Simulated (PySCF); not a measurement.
**C4H5F3O2: density, localisation and related maps**

Input

```
{"job": {"kind": "nmr", "xc": "PBE0", "basis": "pcSseg-1", "solvent": "benzene", "pop": false}, "charge": 0, "multiplicity": 1}
O      2.196279    -0.953087    -0.338185
C      1.785390     0.234830    -0.200743
O      2.752106     1.045069    -0.259061
C      0.363997     0.627982     0.001462
C     -0.554602    -0.592492     0.024563
C     -1.996669    -0.175159     0.230814
F     -2.825931    -1.225945     0.255539
F     -2.175561     0.484362     1.385754
F     -2.435045     0.639092    -0.741638
H      3.280528    -0.176686    -0.413328
H      0.294976     1.186789     0.939533
H      0.082282     1.313840    -0.803058
H     -0.490750    -1.140443    -0.917328
H     -0.277002    -1.268153     0.835677
```

Launched as:

```sh
OMP_NUM_THREADS=1 python ens_run.py task.json out
```

Geometry: GFN2-xTB; at this geometry the atoms fall into two loosely joined parts.

Method: PBE0/pcSseg-1, SCF density, in a benzene solvent model, non-relativistic (PySCF).

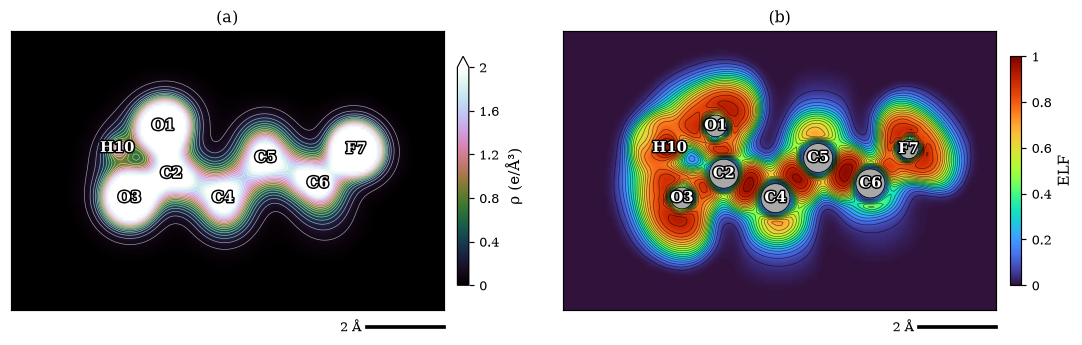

Figure 1. (a) total electron density; (b) ELF on the plane of atoms O3, C2 and C4. Grey discs cover the atomic cores in the ELF map.

### Describe what can be read from this map.

The section cuts through O, C, F and H sites.
C–O (1.26 Å): ρ at the midpoint is about 3 e/Å³; the ELF peaks at about 0.90 between the atoms: a short, strongly polar bond.
C–F (1.34 Å): the density is about 2.4 e/Å³ at the midpoint; the ELF peaks at about 0.85 between the atoms: a shared but strongly polarised pair.
C–C (1.49 Å): the density is about 1.8 e/Å³ at the midpoint; the ELF peaks at about 0.95 between the atoms; localised, covalent bonding.
The ELF also peaks beside O3, F7 and O1, away from the bonds: lone-pair regions.

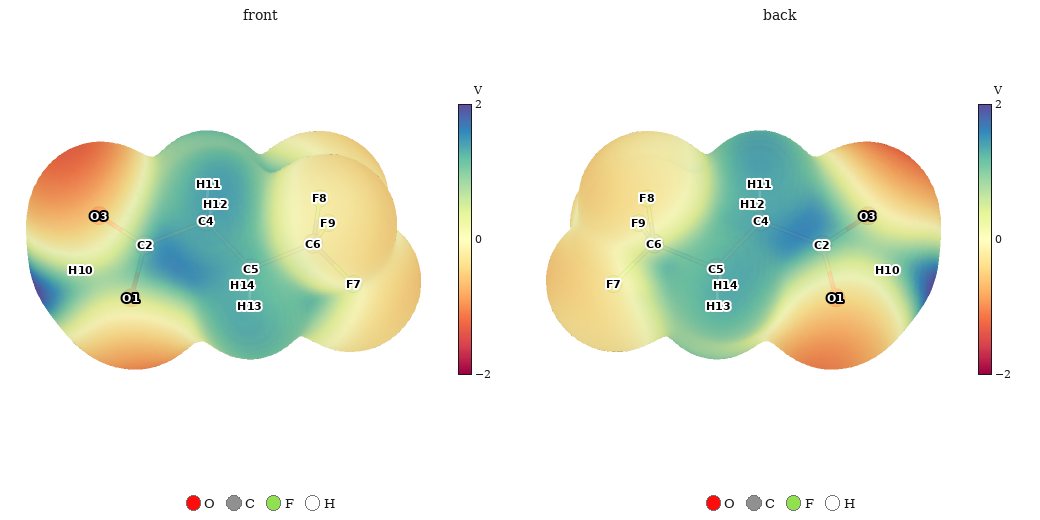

Figure 2. The electrostatic potential painted on the density surface at 0.002 e/bohr³, seen from the front and from behind; the colour scale runs from red (negative) to blue (positive).

### Where is the surface potential most negative and most positive?

The most negative region (about −1.2 V) lies over O3, the most positive (about +1.9 V) over H10. O3 is the likeliest acceptor of a hydrogen bond.
